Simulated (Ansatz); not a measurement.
The structure below was relaxed with PBE (Ansatz, a quantum-chemistry and plane-wave program, PAW, scalar-relativistic without spin-orbit coupling), at pressure 4.5 GPa.

```
CELL_PARAMETERS angstrom
      0.00000     2.94111     2.94111
      2.94111     0.00000     2.94111
      2.94111     2.94111     0.00000
ATOMIC_POSITIONS crystal
  Al 0.25000 0.25000 0.25000
  Al 0.75000 0.75000 0.75000
  Pt 0.00000 0.00000 0.00000
```

Problem. Find the space group and the Wyckoff positions.

Solution. Space group Fm-3m (No. 225); a = b = c = 5.882 Å, α = β = γ = 90.00°

| atom | site | symmetry | x | y | z |
|---|---|---|---|---|---|
| Al | 8c | -43m | 0.2500 | 0.2500 | 0.2500 |
| Pt | 4a | m-3m | 0.0000 | 0.0000 | 0.0000 |

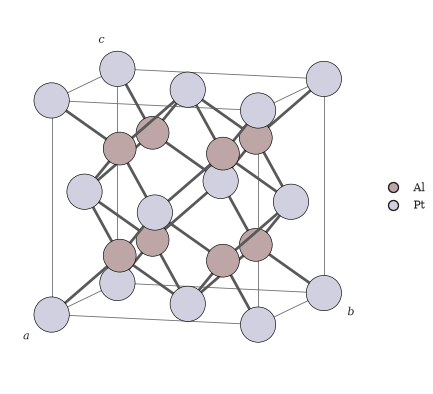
Figure. The conventional cell

Load acts through the strain it causes; cell and atoms are relaxed under it. Stability against distortions was not tested. The final runs are not spin-polarised. The cell was made from Al₂Pt (space group Fm-3m, No. 225) by this change: pressure 4.5 GPa.
